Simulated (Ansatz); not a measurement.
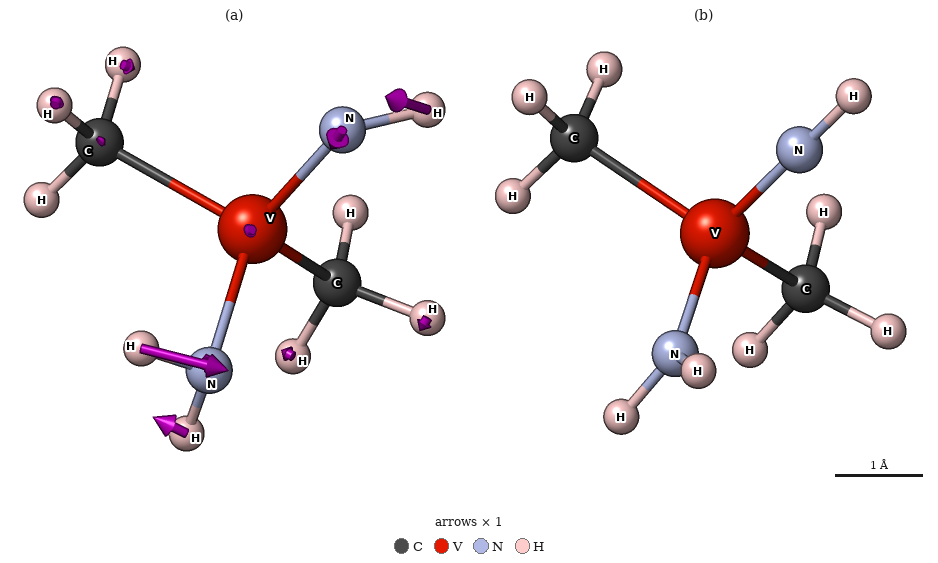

The structure of C2H9N2V (coarse preliminary run) before (left) and after (right) a relaxation, at one scale. The purple arrows give the displacements, at their true length.

Style: ball-and-stick. Shown at a tilt.

The start comes from a force field.

The calculation used RKS PBE-D4/def2-SVP in Ansatz.

The input:
```yaml
crystal:
  periodic: [false, false, false]
  atoms:
    - {symbol: C, position_ang: [-1.862200, 0.181400, -0.156400]}
    - {symbol: V, position_ang: [0.192300, 0.359400, 0.172100]}
    - {symbol: C, position_ang: [0.961800, -1.600300, 0.436600]}
    - {symbol: N, position_ang: [0.586600, 1.386100, 1.677000]}
    - {symbol: N, position_ang: [1.097400, 1.234600, -1.463900]}
    - {symbol: H, position_ang: [-2.094200, -0.221000, -1.160700]}
    - {symbol: H, position_ang: [-2.327700, 1.244900, -0.141900]}
    - {symbol: H, position_ang: [-2.334000, -0.380800, 0.617300]}
    - {symbol: H, position_ang: [0.473600, -2.080700, 1.334700]}
    - {symbol: H, position_ang: [2.080100, -1.529700, 0.701800]}
    - {symbol: H, position_ang: [0.838400, -2.192400, -0.455900]}
    - {symbol: H, position_ang: [-0.258100, 1.780100, 2.225100]}
    - {symbol: H, position_ang: [2.032100, 0.923700, -1.479700]}
    - {symbol: H, position_ang: [0.600800, 0.865300, -2.277400]}
basis:
  gaussian: {orbitals: def2-SVP}
hamiltonian: {xc: pbe, dispersion: d4}
relax: {f_tol: 0.03, max_steps: 200}
```

Run as
```bash
ansatz run in.yaml --threads 4 --pin off --events-out ev --progress --plain --max-ram 11315MiB
```

Question: What changed between the two?

Answer: The atom that moves furthest after the best rigid fit is H13 (1.08 Å). Largest moves by element: H 1.08 Å, N 0.40 Å, V 0.15 Å, C 0.09 Å. Near-neighbour distances that change, for instance: V2–N4 1.864 → 1.617 Å, V2–N5 2.064 → 1.825 Å, V2–C3 2.122 → 2.035 Å, N4–H12 1.081 → 1.026 Å. Among the angles between lasting bonds that change: V2–N4–H12 116.4° → 179.2°, V2–N5–H13 107.2° → 130.4°, V2–N5–H14 105.3° → 118.8°. Over 12 geometry steps the energy falls by 47.0 kcal/mol. Largest force component: 3.3 eV/Å at the start, 0.018 eV/Å at the end.
